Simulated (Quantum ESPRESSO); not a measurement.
# E(M) of MnSe, part 2 of 2

Wanted: E(M) for MnSe from a parallel start.

Quantum ESPRESSO 7.5; PBEsol; plane waves with GBRV 1.5 PBEsol potentials, no spin-orbit coupling.

So far, absolute magnetization (μB): step 2 (No moment imposed) 4.83.

The database entry behind the starting cell is an old determination (1938), so it need not match the best structure at ambient conditions.

### Step 4. Moment fixed at 1.086 μB (continued)

Spin moment in the atom's sphere by atom:

```
atom  spin moment in the atom's sphere (μB)
 Mn1                                   1.14
 Se2                                  -0.08
```

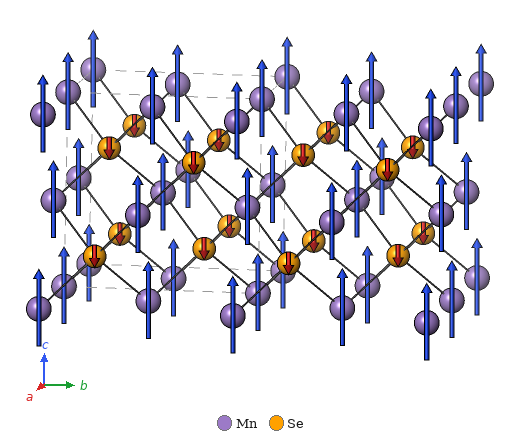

Spin moment in the atom's sphere as arrows, the longest 1.14 μB. Up and down stand for the sign. Arrows give size and sign along the axis of quantisation, drawn up and down the page. Each arrow also spans its atom, so small moments look longer than they are. The two directions have two colours. Bonds to atoms that aren't drawn are left out. 2×2×1 conventional cells are drawn. Some periodic images of atoms are drawn too.

This step gave:

```
magnetization                                 : 1.086 μB
absolute magnetization                        : 1.353 μB
half the difference of the two Fermi energies : -248.1 meV
```

### Step 5. Moment fixed at 2.171 μB

File pw.py:

```python
from ase import Atoms
from ase.calculators.espresso import Espresso, EspressoProfile

atoms = Atoms(['Mn', 'Se'],
    cell=[[0.0, 2.91, 2.91],
         [2.91, 0.0, 2.91],
         [2.91, 2.91, 0.0]],
    scaled_positions=[[0.0, 0.0, 0.0],
         [0.25, 0.25, 0.25]],
    pbc=True,
    magmoms=[2.171, 0.0])
input_data = {
    'control': {'calculation': 'scf', 'prefix': 'pwscf', 'outdir': './tmp', 'disk_io': 'nowf', 'tprnfor': True, 'tstress': True},
    'system': {'ecutwfc': 40.0, 'ecutrho': 280.0, 'nbnd': 21, 'occupations': 'smearing', 'smearing': 'fd', 'degauss': 0.00734986, 'nspin': 2, 'tot_magnetization': 2.171},
    'electrons': {'conv_thr': 4e-09, 'electron_maxstep': 150, 'mixing_beta': 0.3},
}
atoms.calc = Espresso(
    profile=EspressoProfile(command='mpirun -n 2 pw.x -nk 2', pseudo_dir='pseudo'),
    pseudopotentials={'Mn': 'mn_pbesol_v1.5.uspp.F.UPF', 'Se': 'se_pbesol_v1.uspp.F.UPF'},
    input_data=input_data,
    kpts=(6, 6, 6),
    koffset=(0, 0, 0))
atoms.get_potential_energy()
energy = atoms.calc.results['free_energy']
print(f'free energy: {energy:.6f} eV')
print('site moments (muB):', atoms.get_magnetic_moments().round(3))
```

Run with:

```console
> OMP_NUM_THREADS=1 python3 pw.py > pw.log
```

The program printed:

```text
     [... lines left out ...]
free energy: -3460.293516 eV
site moments (muB): [ 2.204 -0.127]
--- espresso.pwo ---
Program PWSCF v.7.5 starts
     [... lines left out ...]
     number of atoms/cell      =            2
     [... lines left out ...]
     number of electrons       =        21.00 (up:  11.59, down:   9.41)
     number of Kohn-Sham states=           21
     kinetic-energy cutoff     =      40.0000  Ry
     charge density cutoff     =     280.0000  Ry
     scf convergence threshold =      4.0E-09
     [... lines left out ...]
     24 Sym. Ops. (no inversion) found
     [... lines left out ...]
     number of k points=    16  Fermi-Dirac smearing, width (Ry)=  0.0073
     [... lines left out ...]
     iteration # 13     ecut=    40.00 Ry     beta= 0.30
     [... lines left out ...]
     Magnetic moment per site  (integrated on atomic sphere of radius R)
     atom   1 (R=0.253)  charge= 13.1893  magn=  2.2043
     atom   2 (R=0.253)  charge=  3.7482  magn= -0.1274
     [... lines left out ...]
     the spin up/dw Fermi energies are     6.0704    6.9761 ev
!    total energy              =    -254.32690474 Ry
     estimated scf accuracy    <          1.8E-09 Ry
     smearing contrib. (-TS)   =      -0.01151932 Ry
     [... lines left out ...]
     total magnetization       =     2.17 Bohr mag/cell
     absolute magnetization    =     2.57 Bohr mag/cell
     convergence has been achieved in  13 iterations
     [... lines left out ...]
     Total force =     0.000000     Total SCF correction =     0.000000
     [... lines left out ...]
          total   stress  (Ry/bohr**3)                   (kbar)     P=     -138.35
     [... lines left out ...]
```

It took 12 s on 2 MPI ranks of Intel Xeon Platinum 8559C (Emerald Rapids), shared host; peak memory 0.32 GiB; 23 s of CPU time.

Read from the output:

- magnetization: 2.171 μB
- absolute magnetization: 2.568 μB
- half the difference of the two Fermi energies: -452.9 meV
- largest moment: 2.204 μB

### Step 6. E(M)

The runs not shown differ in the target, the start and the number of states alone. The point at 4.83 μB is the free run, entered with slope zero.

Table of energy over the lowest by total spin moment:

```
total spin moment (μB a cell)  energy over the lowest (meV a cell)
                         0.00                                 1668
                         1.09                                 1530
                         2.17                                 1140
                         3.26                                  596
                         4.34                                 95.6
                         4.83                                    0
                         5.43                                 1075
                         6.51                                 4262
```

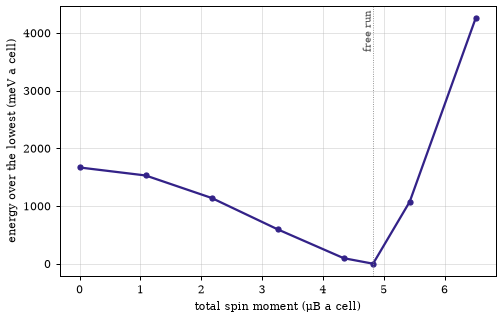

Energy over the lowest, plotted against total spin moment.

Table of dE/dM by total spin moment:

```
total spin moment (μB a cell)  dE/dM (meV/μB)
                         0.00           0.226
                         1.09            -248
                         2.17            -453
                         3.26            -518
                         4.34            -339
                         4.83               0
                         5.43            2722
                         6.51            3142
```

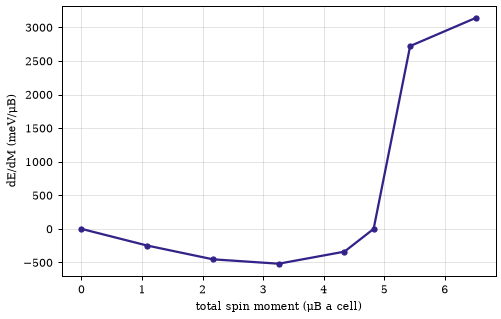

dE/dM against total spin moment.

Largest site moment against total spin moment:

```
total spin moment (μB a cell)  largest site moment (μB)
                         0.00                    1.4e-4
                         1.09                      1.14
                         2.17                      2.20
                         3.26                      3.13
                         4.34                      3.89
                         4.83                      4.16
                         5.43                      4.32
                         6.51                      4.51
```

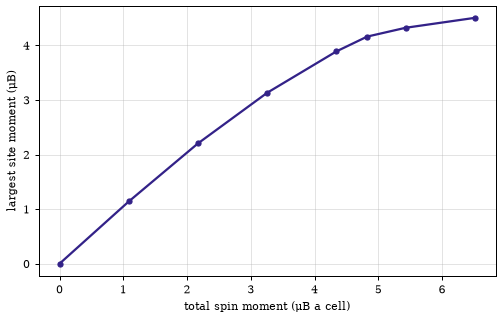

Largest site moment against total spin moment.

### Step 7. Outcome

```yaml
moment_of_the_free_run: 4.83 μB a cell
energy_at_zero_total_moment: 1668 meV a cell over the lowest
delta_e_delta_m2_from_the_lowest_point_to_5p43_and_to_4p34_mu_b: 2959 and 411 meV/μB²
```

What this shows: At zero total moment the site moments vanish, so the 1668 meV a cell is the energy of forming them. The points show one minimum alone. The cell holds one seeded atom, so opposed orders, which may lie lower, cannot form in it. Energies are free energies at an electronic temperature of 1160 K, which lowers moments and differences where the moments are itinerant.

[Logs and program files are shortened in this print: banners, set-up blocks, solver, clock and traceback lines can be left out without a mark of their own.]

[Logs are printed without paths, hosts, clocks, repeated set-up lines and the standing remarks that a program may print on its own settings, such as how far it seeks lower states.]

[Hosts, paths, dates, database ids (printed as entryN), source tags and the programs' standing remarks are cut or masked in the printed files.]

[Where a cell is said to come from a database of computed structures, the database is the Materials Project.]
